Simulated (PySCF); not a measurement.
C₂H₅NS, SMILES `N=CCS`.

Computed with PySCF, def2-SVP basis, geometry: GFN2-xTB. No frequency check shows the geometry to be a minimum. GFN2-xTB bond lengths at metals and heavier atoms can be off by up to 0.1 Å and shapes distorted, which carries into these values.

Coordinates in Å:

```
N1      -2.0784    0.3237    0.3147
C2      -1.1525   -0.0838   -0.4254
C3       0.0054   -0.7984    0.1738
S4       1.5119    0.2248   -0.0381
H5      -2.8321    0.8246   -0.1492
H6      -1.0819    0.0702   -1.5105
H7      -0.1521   -0.9875    1.2340
H8       0.2189   -1.7252   -0.3577
H9       1.0875    1.2486    0.6992
```

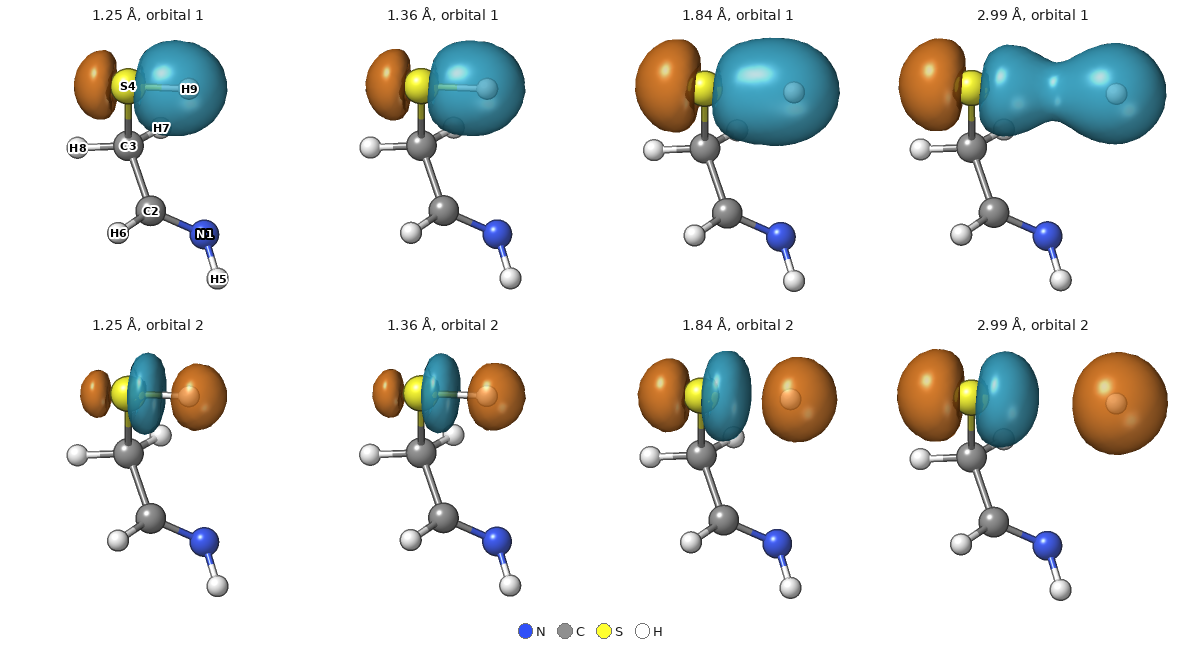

Rigid stretch of the S4–H9 bond. The two CASSCF(2,2) natural orbitals nearest half filling (orbital 1 the more occupied).

**How do the occupations change along the stretch?**

1.25 Å: 1.98 and 0.02; 1.36 Å: 1.98 and 0.02; 1.84 Å: 1.90 and 0.10; 2.99 Å: 1.33 and 0.67. At the longest distance computed (3.81 Å) they are 1.10 and 0.90, and the effective number of unpaired electrons is 2.0.

**Where does the UHF solution part from RHF?**

Between 1.63 Å (⟨S²⟩ = 0, the two coincide) and 1.84 Å (⟨S²⟩ = 0.14); at 3.81 Å ⟨S²⟩ is 1.01 and UHF lies 4.7 eV below RHF.

**How much energy does the stretch cost?**

By CASSCF, 3.4 eV from the lowest point of the scan (1.36 Å) to 3.81 Å; RHF gives 7.5 eV from its own lowest point. The fragments aren't relaxed and dynamic correlation is missing, so this isn't a bond dissociation energy.
